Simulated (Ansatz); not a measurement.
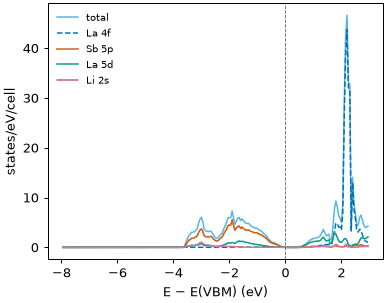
Total and projected density of states of Li3LaSb2 in space group P-3m1 (No. 164; Li on 1b, Li on 2d, La on 1a, Sb on 2d), DFT-r²SCAN in the program Ansatz with PAW potentials

Question: Which orbitals carry the states next to the gap?

Answer: Top 1 eV of the valence band: Sb 5p 78 %, La 5d 12 %, La 4f 5 %. Bottom 1 eV of the conduction band: La 5d 62 %, La 4f 12 %, Sb 5p 11 %, Li 2s 5 %, outside the projected shells 8 %. Projections are on Löwdin-orthogonalised atomic valence shells; empty p or d shells of many metals are not among them.

Question: Where is the tallest occupied peak in this window, and what makes it?

Answer: Near -1.9 eV, about 7.3 states/eV per cell; the largest projected share is Sb 5p.

The workflow started from a Materials Project entry (that database holds measured and hypothetical structures alike); the Crystallography Open Database copy checked does not list it. Whether it is the stable phase at ambient conditions was not checked. The cell was relaxed with r²SCAN under the symmetry of its start; whether a distortion lowers the energy is not shown. Scalar-relativistic: spin–orbit coupling is off unless named, which matters more the heavier the elements.

Potentials: the later of the program's two PAW sets.
